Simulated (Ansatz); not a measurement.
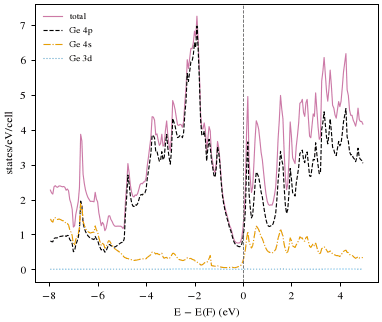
Figure: Total and projected density of states of Ge in space group Ia-3 (No. 206; Ge on 16c), PBEsol (plane waves, PAW; program Ansatz)

Problem. Which orbitals carry the states next to the Fermi level?

Solution. Within 0.5 eV of the Fermi level: Ge 4p 74 %, Ge 4s 22 %. Projections are on Löwdin-orthogonalised atomic valence shells; empty p or d shells of many metals are not among them.

Problem. Where is the tallest occupied peak in this window, and what makes it?

Solution. Near -1.9 eV, about 7.2 states/eV per cell; the largest projected share is Ge 4p.

The workflow started from a Materials Project entry (that database holds measured and hypothetical structures alike); the Crystallography Open Database copy checked does not list it. It is not the phase usual at ambient conditions (space group No. 227). The PBEsol relaxation kept the symmetry of its start; its stability against distortions is not shown here. Spin–orbit coupling is left out wherever it is not named.

Potentials: the earlier of the program's two PAW sets. The files were generated under PBE; for other functionals the program regenerates the frozen cores, and for LDA and PBEsol the local potential too.
